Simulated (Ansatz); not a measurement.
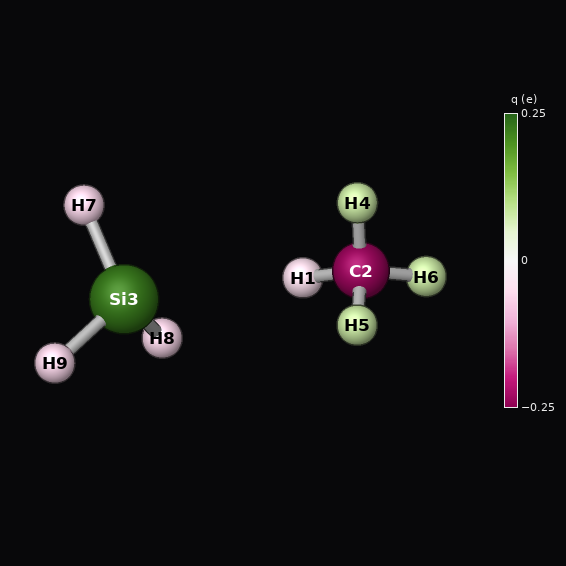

Atoms are coloured by their Mulliken charges. Charge 0, doublet. The geometry was computed by an optimisation with PBE0-D4/def2-TZVP. No frequency run is at hand to confirm it as a minimum. Method: UKS PBE0-D4/def2-SVP (Ansatz 0.2.0).

Give the Mulliken charges atom by atom.

| atom | value (e) |
| --- | --- |
| H1 | −0.05 |
| C2 | −0.24 |
| Si3 | 0.22 |
| H4 | 0.08 |
| H5 | 0.08 |
| H6 | 0.08 |
| H7 | −0.06 |
| H8 | −0.06 |
| H9 | −0.06 |

Mulliken values depend strongly on the basis set and can even reverse the polarity of a bond.
